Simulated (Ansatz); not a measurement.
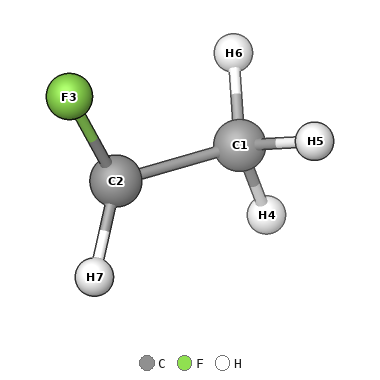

The system is C₂H₄F, SMILES C[CH]F, spin multiplicity 2; the picture shows the reference structure. The first coordinate is: angle C2–C1–H5; the second: angle H6–C1–H5. Nothing is relaxed (all other coordinates rigid). The grid has 15 × 15 points. All energies are given in kJ/mol relative to the lowest grid point. The calculation used UHF/def2-TZVP in Ansatz.

Its coordinates:

```
atom    x (Å)    y (Å)    z (Å)
   C  -0.5433   0.3019  -0.1179
   C   0.5946  -0.6254   0.1102
   F   1.3228  -0.3578   1.1937
   H  -1.1281  -0.0356  -0.9647
   H  -0.1944   1.3124  -0.3241
   H  -1.1844   0.3402   0.7552
   H   1.1943  -1.0036  -0.6982
```

Range: angle C2–C1–H5 from 66.3 to 156.3°; angle H6–C1–H5 from 63.0 to 153.0°.

Question: What landscape does the calculation give?

Answer: The lowest grid point is at angle C2–C1–H5 = 111.3°, angle H6–C1–H5 = 108.0°. No other kind of well shows on this grid. The highest grid point, angle C2–C1–H5 = 156.3°, angle H6–C1–H5 = 153.0°, lies 541 kJ/mol above the lowest. Round the minimum the valley is somewhat tilted: raising angle C2–C1–H5 shifts the best value of angle H6–C1–H5 downwards (coupling k₁₂/√(k₁₁k₂₂) about 0.2).

| angle H6–C1–H5 ↓, angle C2–C1–H5 → | 66.3 | 72.7 | 79.1 | 85.6 | 92.0 | 98.4 | 104.9 | 111.3 | 117.7 | 124.1 | 130.6 | 137.0 | 143.4 | 149.9 | 156.3 |
| --- | --- | --- | --- | --- | --- | --- | --- | --- | --- | --- | --- | --- | --- | --- | --- |
| 153.0 | 308 | 260 | 222 | 193 | 176 | 169 | 172 | 186 | 210 | 243 | 286 | 335 | 390 | 456 | 541 |
| 146.6 | 278 | 229 | 188 | 157 | 137 | 127 | 127 | 138 | 159 | 189 | 230 | 279 | 335 | 401 | 476 |
| 140.2 | 254 | 202 | 160 | 126 | 104 | 91 | 89 | 96 | 114 | 141 | 178 | 224 | 279 | 343 | 415 |
| 133.7 | 234 | 181 | 137 | 102 | 77 | 62 | 57 | 61 | 75 | 99 | 132 | 175 | 226 | 287 | 355 |
| 127.3 | 219 | 165 | 120 | 84 | 57 | 40 | 33 | 35 | 46 | 66 | 95 | 133 | 180 | 237 | 301 |
| 120.9 | 210 | 155 | 109 | 72 | 44 | 25 | 16 | 15 | 24 | 41 | 67 | 101 | 144 | 196 | 255 |
| 114.4 | 205 | 151 | 104 | 66 | 37 | 17 | 6 | 4 | 10 | 24 | 47 | 78 | 116 | 164 | 218 |
| 108.0 | 206 | 152 | 106 | 67 | 37 | 17 | 4 | 0 | 4 | 16 | 36 | 64 | 99 | 143 | 193 |
| 101.6 | 212 | 159 | 113 | 74 | 44 | 23 | 9 | 4 | 6 | 16 | 34 | 59 | 92 | 132 | 179 |
| 95.2 | 223 | 171 | 126 | 87 | 57 | 35 | 21 | 15 | 16 | 25 | 41 | 64 | 94 | 131 | 175 |
| 88.7 | 240 | 190 | 145 | 107 | 77 | 55 | 41 | 34 | 35 | 42 | 57 | 78 | 106 | 141 | 182 |
| 82.3 | 262 | 213 | 170 | 132 | 103 | 82 | 67 | 61 | 61 | 67 | 81 | 101 | 127 | 160 | 199 |
| 75.9 | 289 | 242 | 200 | 164 | 135 | 115 | 101 | 94 | 94 | 101 | 114 | 133 | 158 | 189 | 225 |
| 69.4 | 321 | 276 | 235 | 201 | 174 | 154 | 141 | 135 | 135 | 142 | 155 | 173 | 198 | 228 | 262 |
| 63.0 | 358 | 314 | 274 | 242 | 216 | 198 | 186 | 181 | 183 | 190 | 203 | 222 | 246 | 275 | 308 |

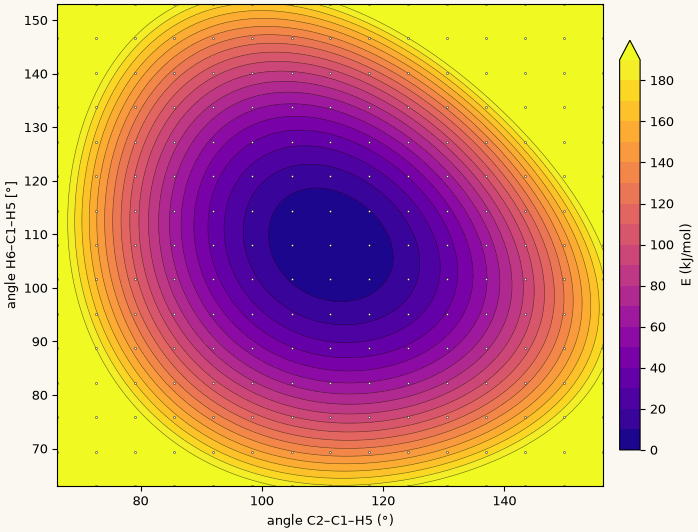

In the figure: filled contours, dots at the grid points, one colour for all values above the top of the scale. Between grid points the surface is interpolated.

The whole map (225 points run) took 5.5 min on 1 thread of Intel(R) Xeon(R) Platinum 8375C CPU @ 2.90GHz (Ice Lake), with other jobs on the host.
